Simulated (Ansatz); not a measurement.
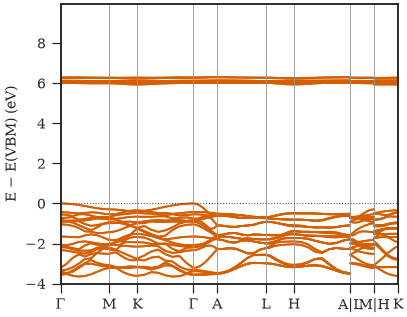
Band structure from DFT-PBEsol with spin–orbit coupling in the program Ansatz with PAW potentials

Read off the gap and where the band edges lie.

About 5.9 eV (5.94 eV by a search for the band edges); maximum at Γ, minimum at K.

The material is LaF3 in space group P6_3/mmc (No. 194; La on 2c, F on 4f, F on 2b).

The workflow started from a Materials Project entry (that database holds measured and hypothetical structures alike); the Crystallography Open Database files this formula in space group No. 194, but the cells were not matched. Whether it is the stable phase at ambient conditions was not checked. The cell was relaxed with PBEsol under the symmetry of its start; whether a distortion lowers the energy is not shown.

Potentials: the later of the program's two PAW sets.
